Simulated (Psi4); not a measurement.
**[B2H4]− (SMILES B[BH2-]): U-r2SCAN/6-311+G(d,p) (ints tolerance 1e-06, sweep point 3)**

What is the vertical ionisation energy of [B2H4]− at U-r2SCAN/6-311+G** (ints tolerance 1e-06, sweep point 3)? 

The results are computed with Psi4 1.11.

4 further runs of the same task are left out: 4 set aside as unsound or not needed.

### 1 The system as given

The species is [B2H4]− (6 atoms), meant as a doublet with charge -1. SMILES: `B[BH2-]`. Geometry: relaxed at GFN2-xTB.

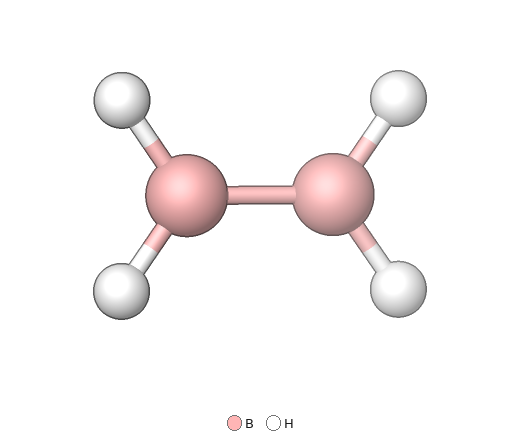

The structure, seen from a chosen angle (boron pink, hydrogen white).

### 2 The energy at U-r2SCAN/6-311+G(d,p) (ints tolerance 1e-06, sweep point 3)

job.dat reads:

```
memory 1600 MB

molecule {
  -1 2
  B     -0.32418252    -1.45773473    -0.04781007
  B      0.31996843     1.46208110     0.05164621
  H     -1.09687263    -2.71903243     1.74045666
  H     -0.13211075    -2.80698029    -1.92880566
  H      1.08791533     2.71264516    -1.74873366
  H      0.14530104     2.80902119     1.93324652
  units au
  symmetry c1
}

set {
  basis                6-311+G**
  reference            uks
  puream               true
  scf_type             direct
  dft_radial_points    99
  dft_spherical_points 590
  ints_tolerance       1e-06
  maxiter              150
}

e_tot, wfn = energy("r2scan", return_wfn=True)
```

Launch:

```bash
$ psi4 -n 1 job.dat job.out
```

job.out:

```text
[...]
  Running in c1 symmetry.
[...]
  Nuclear repulsion =   22.376216371706150
[...]
  Multiplicity = 2
[...]
  Nalpha       = 8
  Nbeta        = 7
[...]
    Number of basis functions: 68
[...]
   @DF-UKS iter   1:   -51.67629616699476   -4.26627e-01   9.76421e-03 DIIS/ADIIS
[...]
   @UKS iter  10:   -52.03258136644666   -2.59593e-09   6.48201e-07 DIIS
[...]
   @S^2 Observed:                7.546220644E-01
[...]
    Orbital Energies [Eh]
    ---------------------
    Alpha Occupied:
       1A     -6.369323     2A     -6.368665     3A     -0.282325
       4A     -0.198027     5A     -0.104587     6A     -0.049800
       7A     -0.044967     8A      0.024655
    Alpha Virtual:
       9A      0.165176    10A      0.165920    11A      0.169433
      12A      0.190721    13A      0.197670    14A      0.209479
      15A      0.213045    16A      0.248202    17A      0.261152
      18A      0.306770    19A      0.311820    20A      0.351288
      21A      0.416843    22A      0.430648    23A      0.502867
      24A      0.526482    25A      0.579091    26A      0.593693
[...]
  @UKS Final Energy:   -52.03258136644666
   => Energetics <=
    Nuclear Repulsion Energy =             22.3762163717061497
    One-Electron Energy =                -115.6609336094941938
    Two-Electron Energy =                  50.9703709762756461
    DFT Exchange-Correlation Energy =      -9.7182351049342568
    Empirical Dispersion Energy =           0.0000000000000000
    VV10 Nonlocal Energy =                  0.0000000000000000
    Total Energy =                        -52.0325813664466565
[...]
 Multipole Moments:
 ------------------------------------------------------------------------------------
     Multipole            Electronic (a.u.)      Nuclear  (a.u.)        Total (a.u.)
 ------------------------------------------------------------------------------------
 L = 1.  Multiply by 2.5417464519 to convert [e a0] to [Debye]
 Dipole X            :         -0.0064438            0.0058034           -0.0006404
 Dipole Y            :          0.0069254           -0.0059767            0.0009487
 Dipole Z            :          0.0078713           -0.0052751            0.0025963
 Magnitude           :                                                    0.0028374
[...]
```

Run time: 20 s. Hardware: 1 thread of Intel Xeon 6975P-C (Granite Rapids), shared host; peak memory 1 GiB.

### 3 Singlet neutral B2H4 at the same level

job.dat reads:

```
memory 1.6 GB

molecule {
  0 1
  B     -0.32418252    -1.45773473    -0.04781007
  B      0.31996843     1.46208110     0.05164621
  H     -1.09687263    -2.71903243     1.74045666
  H     -0.13211075    -2.80698029    -1.92880566
  H      1.08791533     2.71264516    -1.74873366
  H      0.14530104     2.80902119     1.93324652
  units au
  symmetry c1
}

set {
  puream true
  scf_type direct
  dft_radial_points 99
  dft_spherical_points 590
  ints_tolerance 1e-06
  maxiter 60
}

energy('r2scan/6-311+G**')
```

Launch:

```bash
$ psi4 job.dat job.out -n 1
```

job.out:

```text
[...]
  Running in c1 symmetry.
[...]
  Nuclear repulsion =   22.376216371706150
[...]
  Multiplicity = 1
[...]
  Nalpha       = 7
  Nbeta        = 7
[...]
    Number of basis functions: 68
[...]
   @DF-RKS iter   1:   -51.82030040923063   -5.70632e-01   6.20627e-03 ADIIS/DIIS
[...]
   @RKS iter   8:   -51.95753817888276   -4.27668e-09   3.29985e-07 DIIS
[...]
    Orbital Energies [Eh]
    ---------------------
    Doubly Occupied:
       1A     -6.637082     2A     -6.636412     3A     -0.520222
       4A     -0.423475     5A     -0.339257     6A     -0.299315
       7A     -0.272817
[...]
  @RKS Final Energy:   -51.95753817888276
   => Energetics <=
    Nuclear Repulsion Energy =             22.3762163717061497
    One-Electron Energy =                -112.1275621484631984
    Two-Electron Energy =                  47.3124814308273614
    DFT Exchange-Correlation Energy =      -9.5186738329530733
    Empirical Dispersion Energy =           0.0000000000000000
    VV10 Nonlocal Energy =                  0.0000000000000000
    Total Energy =                        -51.9575381788827571
[...]
 Multipole Moments:
 ------------------------------------------------------------------------------------
     Multipole            Electronic (a.u.)      Nuclear  (a.u.)        Total (a.u.)
 ------------------------------------------------------------------------------------
 L = 1.  Multiply by 2.5417464519 to convert [e a0] to [Debye]
 Dipole X            :         -0.0076434            0.0058034           -0.0018399
 Dipole Y            :          0.0075050           -0.0059767            0.0015283
 Dipole Z            :          0.0064601           -0.0052751            0.0011850
 Magnitude           :                                                    0.0026694
[...]
```

It took 12 s on 1 thread of Intel Xeon 6975P-C (Granite Rapids), shared host; peak memory 1 GiB.

### 4 Results

At U-r2SCAN/6-311+G** (ints tolerance 1e-06, sweep point 3):

| quantity | value |
| --- | --- |
| doublet [B2H4]−: total energy | -52.03258 Eh |
| doublet [B2H4]−: HOMO energy (highest over α and β) | 0.67 eV |
| doublet [B2H4]−: LUMO energy (lowest over α and β) | 2.65 eV |
| doublet [B2H4]−: ⟨S²⟩ | 0.755 |
| singlet neutral B2H4: total energy | -51.95754 Eh |
| singlet neutral B2H4: dipole moment | 0.01 D |
| singlet neutral B2H4: HOMO energy | -7.42 eV |
| singlet neutral B2H4: LUMO energy | -4.69 eV |
| singlet neutral B2H4: HOMO–LUMO gap | 2.73 eV |
| vertical detachment energy (to the singlet neutral) | 2.042 eV |

**Reading.** The vertical ionisation energy comes to 2.04 eV (197 kJ/mol). Only the singlet of the ionised species was computed; a triplet could lie lower. The HOMO (doublet [B2H4]−) lies at positive energy, 0.67 eV, as semi-local functionals often give for anions; only total energies tell whether the electron is bound.
